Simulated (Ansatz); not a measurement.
# What NbB3 (built on the sites of a database entry of TaGa3) distorts into, part 3 of 3

Which phase does NbB3 (built on the sites of a database entry of TaGa3) fall into along its unstable mode, and how much energy does it gain?

Ansatz 0.2.0; DFT PBE+D3(BJ), scalar-relativistic, plane waves, PAW.

So far. Step 5 (Energy along the mode, all amplitudes (two of the runs …): The lowest of the steps tried is the last one, at 0.6 Å, 283 meV/atom below the parent; the bottom of the well need not coincide with a step. Step 7 (The new phase in its own primitive cell): The largest force component left is 0.73 meV/Å and the pressure is 0.004 GPa, within the tolerances set. The cell now holds 8.58 Å³/atom. The relaxed cell has a, b, c = 4.233, 7.566, 4.284 Å (conventional setting).

The structure was built from a prototype and need not be the compound's stable phase.

### Step 8. Modes of the new phase, k-mesh 10×10×8

A relaxed structure may still be a saddle point, so its zone-centre modes are computed. No field response is asked, since the mesh shows no gap.

The input, input.yaml:

```yaml
crystal:
  lattice:
    - [2.1167027445, -3.7828761726, 0.0]
    - [2.1167027445, 3.7828761726, 0.0]
    - [0.0, 0.0, 4.2841956815]
  atoms:
    - { symbol: Nb, position: [0.7422115759, 0.2577884241, 0.75] }
    - { symbol: Nb, position: [0.2577884241, 0.7422115759, 0.25] }
    - { symbol: B, position: [0.6023949469, 0.3976050531, 0.25] }
    - { symbol: B, position: [0.3976050531, 0.6023949469, 0.75] }
    - { symbol: B, position: [0.2065673982, 0.2065673982, 0.5] }
    - { symbol: B, position: [0.7934326018, 0.7934326018, 0.0] }
    - { symbol: B, position: [0.7934326018, 0.7934326018, 0.5] }
    - { symbol: B, position: [0.2065673982, 0.2065673982, 0.0] }
kpoints:
  mp_grid: { grid: [10, 10, 8] }
hamiltonian:
  xc: pbe
  dispersion: d3bj
scf:
  occupations: { method: methfessel_paxton, width: 0.2 }
output:
  eigenvalues: true
phonons:
  method: dfpt
```

Launch:

```
ansatz run input.yaml --threads 8 --pin off --max-ram 14336MiB --backend cpu --events-out ev --progress --plain --runs-dir out
```

Numbers of over 12 decimals in the logs are rounded to 6 here.

The program printed:

```text
[...]
Crystal: 8 atoms, lattice volume = 68.609 Å³
Basis set: ecut = 420 eV, 1325 PW (Γ), exchange–correlation on 60×60×60 points (8 copies of the dense FFT grid, shifted against one another)
Bands: 30, of which v1, the nominal top of the filled ones, is band 22 counted from 1 (21 counted from 0)
Symmetry: 8 space group operations
k-points: 404 of 800 (irreducible under 1 space group operation, time reversal used)
[...]
SCF iter   1: F=—  HF=-10044.770003 eV  |F-HF|=—  |Δ(HF+E_count)|=         —  Δρ=8.89e-3  dr2=7.12e-2  ethr=1.77e-3  ⟨swp⟩=5.3  Hψ=52855  notcnv=0
[...]
SCF iter   8: F=-10044.756495 eV  HF=-10044.756495 eV  |F-HF|=0.00e0  |Δ(HF+E_count)|=  7.82e-11  S|Δr|=    0.00e0  Δρ=1.19e-7  dr2=8.52e-12  ethr=1.00e-12  ⟨swp⟩=9.0  Hψ=67325  notcnv=0
SCF 1 converged in 8 iterations: F = -10044.756495 eV  dr2 = 8.52e-12
[...]
DFPT response loops at Γ: preconditioner auto → Kerker (q_TF=auto, 2.534 Å⁻¹) (partly filled bands, converged f_vac=0.000); β = 1.00, the filter's whole step (`scf.mixing.beta` (0.50) is not read by the response loops under this deck's `scf.mixing.preconditioner`; to damp them name `kerker` or `kerker_dos`, under which they read `scf.mixing.beta`, and type it under 1.00, their step now; both keys bind the ground state too); Broyden in place of MSR1
SCF converged after 8 iterations
[...]
Free energy (F): -10044.756495 eV
[...]
Internal energy: -10044.745920 eV  (E = F + TS)
E sigma→0 (E₀):  -10044.753851 eV
Entropy (-TS):   -0.010576 eV (-1.322 meV/atom)
Fermi energy:    16.927544 eV
[...]
--- Band table (eV; the first three rows and the last of 404) ---
  k-point 0: bands = [... 18 lower, 12.5308, 12.8854, 15.5378, 17.1286, 19.2583, 19.2612, 20.4891, 20.5264, ... 4 higher]
  k-point 1: bands = [... 18 lower, 12.8503, 12.9743, 15.3529, 17.6113, 18.3523, 19.2025, 20.3045, 20.5083, ... 4 higher]
  k-point 2: bands = [... 18 lower, 13.2296, 13.3571, 14.9952, 16.8928, 18.7129, 19.2750, 19.8488, 20.5555, ... 4 higher]
  k-point 403: bands = [... 18 lower, 13.9777, 13.9777, 16.0542, 16.0542, 16.7500, 16.7500, 17.1724, 17.1724, ... 4 higher]
--- Phonons (Γ-DFPT): 9 representative perturbations + reference, on 404 of 800 k-points (Σ response iterations 27) ---
  k mesh reduced under 1 symmetry operation, with k and −k counted as one. Each operation leaves every solved perturbation unchanged. A smaller set is not used because it would not reduce the number of displacements times k-points to solve
  ASR residual: 8.067e-5 → 0.000e0 eV/Å²; symmetrization residual: 2.595e-6 eV/Å²
[...]
ASR residual per site (eV/Å²): 8.07e-5 8.07e-5 2.26e-5 2.26e-5 1.99e-5 1.99e-5 1.99e-5 1.99e-5
  Γ frequencies (cm⁻¹): -267.98 0.00 0.00 0.00 184.52 230.24 254.23 257.48 379.21 381.99 412.46 428.72 470.06 491.51 527.80 534.75 577.28 641.07 656.03 676.39 694.93 698.39 842.07 854.30
  non-analytic LO–TO correction: not included (Born effective charges unavailable; polar crystals: no LO–TO splitting at Γ)
```

Elapsed: 74 s, on 8 threads of Intel Xeon Platinum 8488C (Sapphire Rapids), shared host; peak memory 2.9 GiB; 8.3 min of CPU time.

This step gave:

```
sum-rule residual before enforcement                    : 8.07e-5 eV/Å²
point group                                             : mmm
highest optical mode at the zone centre (no LO-TO term) : 854.3 cm⁻¹
lowest optical zone-centre mode                         : -268.0 cm⁻¹
```

Patterns of degenerate modes are one choice out of their space. The modes at Γ (shares of kinetic energy by element, %) (negative means imaginary):

```csv
mode,frequency (cm⁻¹),symmetry,Nb %,B %
1,-268.0,B1g,3,97
2,0.0,acoustic,74,26
3,0.0,acoustic,74,26
4,0.0,acoustic,74,26
5,184.5,B2u,1,99
6,230.2,B3g,99,1
7,254.2,Ag,100,0
8,257.5,B1g,96,4
9,379.2,B1u,20,80
10,382.0,B3u,25,75
11,412.5,B2g,0,100
12,428.7,B2u,24,76
13,470.1,Ag,0,100
14,491.5,B1g,1,99
15,527.8,Au,0,100
16,534.8,B1u,6,94
17,577.3,B3g,1,99
18,641.1,B2g,0,100
19,656.0,B2u,1,99
20,676.4,B1u,0,100
21,694.9,B3u,0,100
22,698.4,B1g,0,100
23,842.1,Ag,0,100
24,854.3,B3g,0,100
```

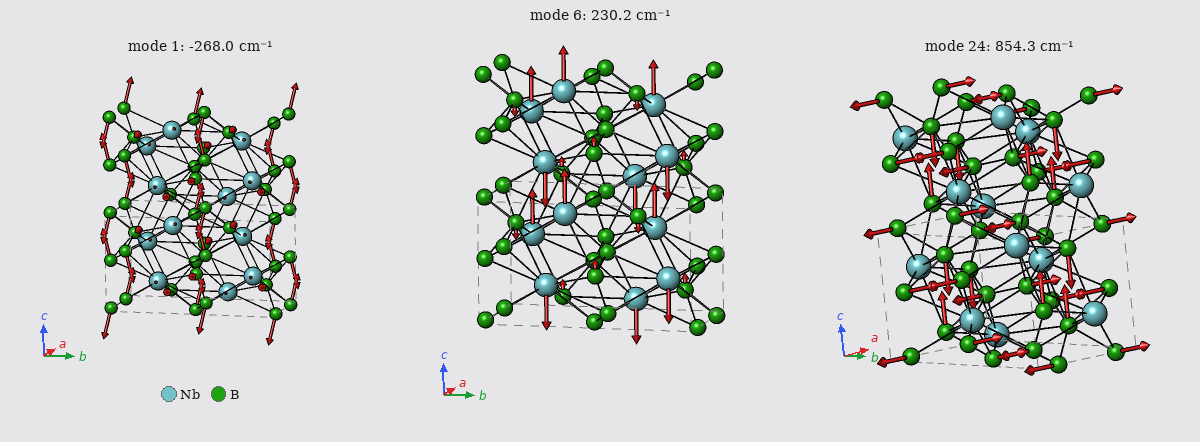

Displacement patterns of modes 1, 6 and 24 at Γ; arrows are exaggerated. 1×1×2 conventional cells are drawn. Some periodic images of atoms are drawn too.

Before it was imposed, the acoustic sum rule was missed by 8.1e-5 eV/Å². Small misses are needed for a sound result but don't prove that mesh and cutoff are converged. The lowest optical mode is imaginary, 268.0i cm⁻¹, so the energy falls along it.

### Step 9. The phases reached

The phases reached along the modes that were followed are set side by side.

Energies are those of the first relaxation, on the mesh of the frozen mode; space group, volume and gap are those of the last relaxation. Phases, by row:

| mode frozen in | space group | energy from parent (meV/atom) | volume (Å³/atom) | gap on mesh (eV) | lowest zone-centre optical mode (cm⁻¹) | largest shift (Å) |
| --- | --- | --- | --- | --- | --- | --- |
| parent | I4/mmm | 0 | 8.969 | 0 | – | – |
| q = (0, 0, 0), 461i cm⁻¹ | I4mm | -466.6 | 8.64 | 0 | -377.4 | 0.766 |
| q = (0, 0, -0.5), 455i cm⁻¹ | Cmcm | -551 | 8.58 | 0 | -268 | 1.117 |

### Step 10. Summary of results

```
unstable mode of the parent                                                      : q = (0, 0, -0.5), 455i cm⁻¹
depth at the lowest point sampled                                                : 283 meV/atom
largest atomic shift at that point                                               : 0.6 Å
space group reached (within 0.01 Å)                                              : Cmcm
energy gained over the parent (first relaxation, on the mesh of the frozen mode) : 551 meV/atom
volume per atom, phase reached                                                   : 8.58 Å³
lowest optical zone-centre mode, phase reached                                   : -268 cm⁻¹
highest optical mode at the zone centre (no LO-TO term), phase reached           : 854 cm⁻¹
```

In words: Along this mode the structure falls into Cmcm, 551 meV/atom below the parent. At the parent's cell the well is 282.6 meV/atom deep on the steps tried, with its lowest point at a shift of 0.6 Å. That is the last step tried, so the steps alone don't bracket the bottom of the well. Relaxing atoms and cell changes the gain by +268.46 meV/atom against the lowest step (energies at zero smearing). The new phase still has an imaginary mode at the zone centre of its cell, so it is a saddle point on the way to a lower structure. Of the 2 patterns followed to their end from this parent, this one reaches the lowest energy. Each path keeps the symmetry of its pattern, so a lower phase may lie along a pattern not tried. The q mesh stands for a supercell only 6.2 Å across, so branches between the solved wavevectors are rough. With no gap, or one that is small against the smearing, the frequencies hang on the k mesh and the smearing, most of all near Kohn anomalies. A phonon run warned that its eigensolver left some bands unconverged in a pass. In the phonons the program treats the change of the C6 weights of the dispersion term with coordination only in part. The starting cell was built on a prototype and not taken from a measurement, so the phase need not exist.

[Logs are printed without paths, hosts, clocks, repeated set-up lines and the standing remarks that a program may print on its own settings, such as how far it seeks lower states.]

[Hosts, paths, dates, database ids (printed as entryN), source tags and the programs' standing remarks are cut or masked in the printed files.]
